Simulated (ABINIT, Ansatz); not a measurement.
# A GW chain in ABINIT: Rb2NaYF6 (Fm-3m), part 3 of 3

Aim: the G0W0 gap of Rb2NaYF6 (Fm-3m) on PBEsol, step by step.

ABINIT 10.8.3; PBEsol and many-body steps on it, plane waves. Known limits of the many-body steps: not at the basis limit; no spin-orbit coupling; coarse k mesh.

So far. Step 4 (Empty states on the mesh, 2×2×2 mesh, 440 bands): On this mesh the gap is 6.522 eV. Step 5 (Screening, 2×2×2 mesh, 400 bands, screening to 217.7 eV): Local fields lower ε∞ by 10 %. On a Γ-centred mesh this coarse the value itself is usually too large, while a short band sum pulls it down.

## (6) Self-energy, 2×2×2 mesh, 400 bands, screening to 217.7 eV

The self-energy is evaluated for the states that the input lists, and the levels follow from it, in one-shot runs by the linearised quasiparticle equation.

This step: G0W0 on PBEsol, plane waves, norm-conserving pseudopotentials.

run.abi

```
acell 3*1.0 Angstrom
rprim 
  -0.000000000000 4.447500000000 4.447500000000
  4.447500000000 -0.000000000000 4.447500000000
  4.447500000000 4.447500000000 -0.000000000000
ntypat 4
znucl 37 11 39 9
natom 10
typat 1 1 2 3 4 4 4 4 4 4
xred 
  0.250000000000 0.250000000000 0.250000000000
  0.750000000000 0.750000000000 0.750000000000
  0.500000000000 0.500000000000 0.500000000000
  0.000000000000 -0.000000000000 -0.000000000000
  0.756000000000 0.244000000000 0.244000000000
  0.244000000000 0.756000000000 0.244000000000
  0.244000000000 0.756000000000 0.756000000000
  0.756000000000 0.244000000000 0.756000000000
  0.244000000000 0.244000000000 0.756000000000
  0.756000000000 0.756000000000 0.244000000000
pp_dirpath "pseudos"
pseudos "Rb.upf, Na.upf, Y.upf, F.upf"
ecut 38
ngkpt 2 2 2
nshiftk 1
shiftk 0 0 0
kptopt 1
chksymbreak 0
istwfk *1
occopt 1
irdwfk 1
optdriver 4
nband 400
gwcalctyp 0
ecutsigx 38
symsigma 1
nkptgw 1
kptgw 
  0.0000000000 0.0000000000 0.0000000000
bdgw 
  38 44
ecuteps 8
irdscr 1
ppmodel 1
indata_prefix "in"
outdata_prefix "out"
tmpdata_prefix "tmp"
```

Started as:

```
OMP_NUM_THREADS=1 mpirun -n 8 abinit run.abi > log
```

Numbers of over 12 decimals in the logs are rounded to 6 here.

The program printed:

```text
.Version 10.8.3 of ABINIT. v10.8.2 released Aug 2026.

 Symmetries : space group Fm -3 m (#225); Bravais cF (face-center cubic)
[... echo of the input left out ...]
== DATASET  1 ==================================================================
-   mpi_nproc: 8, omp_nthreads: 1 (-1 if OMP is not activated)

--- !DatasetInfo
iteration_state: {dtset: 1, }
dimensions: {natom: 10, nkpt: 3, mband: 400, nsppol: 1, nspinor: 1, nspden: 1, mpw: 13323, }
cutoff_energies: {ecut:  38.0, pawecutdg:  -1.0, }
electrons: {nelect:   8.00000000E+01, charge:   0.00000000E+00, occopt:   1.00000000E+00, tsmear:   1.00000000E-02, }

 SIGMA: Calculation of the GW corrections

 Based on a program developped by R.W. Godby, V. Olevano, G. Onida, and L. Reining.
 Incorporated in ABINIT by V. Olevano, G.-M. Rignanese, and M. Torrent.
.Using double precision arithmetic ; gwpc =  8

[... cell and pseudopotentials left out ...]
--------------------------------------------------------------------------------

 ==== K-mesh for the wavefunctions ====
 Number of points in the irreducible wedge :     3
[... list of points left out ...]
 Together with 48 symmetry operations and time-reversal symmetry
 yields     8 points in the full Brillouin Zone.

 ==== Q-mesh for screening function ====
 Number of points in the irreducible wedge :     3
[... list of points left out ...]
 Together with 48 symmetry operations and time-reversal symmetry
 yields     8 points in the full Brillouin Zone.

 vcoul_init : cutoff-mode = AUXILIARY_FUNCTION
 q-points for optical limit:   1
     1)      0.000010    0.000020    0.000030
 setmesh: FFT mesh size selected  =    72x   72x   72
          total number of points  =       373248

 Number of electrons calculated from density =   80.0000; Expected =   80.0000
 average of density, n =  0.067378
 r_s =    1.5245
 omega_plasma =   25.0388 [eV]

 === KS Band Gaps ===
  >>>> For spin  1
   Minimum direct gap =   6.5218 [eV], located at k-point      :   0.0000  0.0000  0.0000
   Fundamental gap    =   6.5218 [eV], Top of valence bands at :   0.0000  0.0000  0.0000
                                       Bottom of conduction at :   0.0000  0.0000  0.0000
 SIGMA fundamental parameters:
 PLASMON POLE MODEL  1
 number of plane-waves for SigmaX                13323
 number of plane-waves for SigmaC and W           1243
 number of plane-waves for wavefunctions         13323
 number of bands                                   400
 number of independent spin polarizations            1
 number of spinorial components                      1
 number of k-points in IBZ                           3
 number of q-points in IBZ                           3
 number of symmetry operations                      48
 number of k-points in BZ                            8
 number of q-points in BZ                            8
 number of frequencies for dSigma/dE                 9
 frequency step for dSigma/dE [eV]                0.25
 number of omega for Sigma on real axis              0
 max omega for Sigma on real axis  [eV]           0.00
 zcut for avoiding poles [eV]                     0.10

 EPSILON^-1 parameters (SCR file):
 dimension of the eps^-1 matrix on file           1243
 dimension of the eps^-1 matrix used              1243
 number of plane-waves for wavefunctions         13323
 number of bands                                   400
 number of q-points in IBZ                           3
 number of frequencies                               2
 number of real frequencies                          1
 number of imag frequencies                          1

 matrix elements of self-energy operator (all in [eV])

 Perturbative Calculation

--- !SelfEnergy_ee
iteration_state: {dtset: 1, }
kpoint     : [   0.000,    0.000,    0.000, ]
spin       : 1
KS_gap     :    6.522
QP_gap     :    9.823
Delta_QP_KS:    3.301
data: !SigmaeeData |
     Band     E0 <VxcDFT>   SigX SigC(E0)      Z dSigC/dE  Sig(E)    E-E0       E
       38  -1.244 -22.129 -29.447   4.968   0.804  -0.244 -24.018  -1.889  -3.133
       39  -1.244 -22.129 -29.447   4.968   0.804  -0.244 -24.018  -1.889  -3.133
       40  -1.244 -22.129 -29.447   4.968   0.804  -0.244 -24.018  -1.889  -3.133
       41   5.278  -8.623  -4.270  -2.777   0.896  -0.116  -7.210   1.412   6.690
       42   7.080 -13.543  -7.561  -3.173   0.874  -0.145 -11.089   2.453   9.533
       43   7.080 -13.543  -7.561  -3.173   0.874  -0.145 -11.089   2.453   9.533
       44   7.080 -13.543  -7.561  -3.173   0.874  -0.145 -11.089   2.453   9.533

== END DATASET(S) ==============================================================
================================================================================

 -outvars: echo values of variables after computation  --------
           etotal      0.0000000000E+00
            nband         400
             nkpt           3
          spgroup         225
 [... the other variables as echoed above ...]

 Calculation completed.
```

It took 1.9 min on 8 MPI ranks of Intel Xeon Platinum 8259CL at 2.50GHz (Skylake/Cascade Lake), shared host; peak memory 6.5 GiB.

Numbers from this step:

| Item | Value |
| --- | --- |
| G0W0 gap on the points computed | 9.823 eV |
| starting gap on the mesh | 6.522 eV |
| k of the valence top | 0, 0, 0 |
| k of the conduction bottom | 0, 0, 0 |
| Z at the valence top | 0.804 |
| Z at the conduction bottom | 0.896 |
| least direct G0W0 gap on the computed points | 9.823 eV |

The gap on the mesh goes from 6.52 eV to 9.82 eV, a correction of +3.30 eV.

Limits: finite bands, cutoff and mesh; no spin-orbit coupling; coarse k mesh. v1 is the top filled band, c1 the lowest empty one. The levels before and after the correction (eV, zero at the valence-band top of each column):

```
           conduction bottom  valence top
Kohn-Sham               6.52         0.00
     G0W0               9.82         0.00
```

```csv
,level,energy (eV)
Kohn-Sham,Γ v3-v1,0.000
Kohn-Sham,Γ c1,6.522
Kohn-Sham,Γ c2-c4,8.324
G0W0,Γ v3-v1,0.000
G0W0,Γ c1,9.823
G0W0,Γ c2-c4,12.666
```

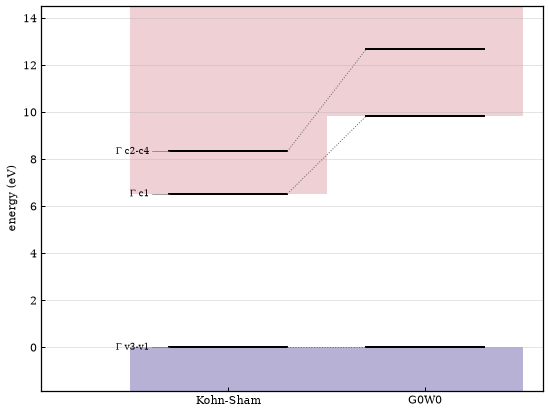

Levels before and after the correction. Shaded: valence and conduction bands.

## (7) Where the time went

Times are wall times on the hardware named with each run, good to a factor of about two.

| step | time | share | memory (GiB) |
| --- | --- | --- | --- |
| ground state | 91 s | 7 % | 1.3 |
| bands along the symmetry lines | 2.8 min | 14 % | 1.2 |
| empty states on the mesh | 8.7 min | 43 % | 0.7 |
| screening | 5.3 min | 26 % | 6.4 |
| self-energy | 1.9 min | 9 % | 6.5 |

## (8) Results

```json
{
  "PBEsol gap": "6.52 eV, direct",
  "G0W0 gap on the mesh": "9.82 eV",
  "GW settings": "2×2×2 mesh, 400 bands, screening to 217.7 eV, Godby-Needs plasmon pole",
  "known limits": "not at the basis limit; no spin-orbit coupling; coarse k mesh"
}
```

What this shows: G0W0 moves the gap on the mesh from 6.52 eV to 9.82 eV (+3.30 eV), with Z of 0.80 and 0.90 at the edges. Local fields lower the RPA ε∞ on this mesh from 2.28 to 2.05; a Γ-centred mesh this coarse tends to raise both, most where the direct gap is narrow, while a short band sum lowers them. Only 1 of the mesh's irreducible points was corrected, so a valley elsewhere could overtake. The dearest step here is «empty states on the mesh». Bands and cutoff are finite, so the gap is not at the basis limit. The miss can reach some tenths of an eV and take either sign; the mesh is an error of its own. In the G0W0 run levels were corrected at 1 k point alone, so a gap called «on the mesh» is the least over those, and an edge elsewhere would be missed. The 2×2×2 mesh is coarse for this cell, which bears on the long-range parts of exchange and screening. The many-body steps are scalar-relativistic: spin-orbit coupling is not in them.

[Paths, hosts, dates, memory and timing lines, banners, echoed tables and standing remarks are left out of the program output.]

[Logs are printed without paths, hosts, clocks, repeated set-up lines and the standing remarks that a program may print on its own settings, such as how far it seeks lower states.]

[Runs of the session that timed out or met a known fault of the program may be left out.]

[Hosts, paths, dates, database ids (printed as entryN), source tags and the programs' standing remarks are cut or masked in the printed files.]

[G0W0 gaps are taken among the corrected bands and points alone; a level outside them can change the order at an edge.]

[Where Ansatz stands beside ABINIT at settings called matched, ABINIT's density can come from a denser mesh and the files from another edition; pairs whose starting gaps differed by over 0.03 eV were left out, so agreement reads better than it is.]
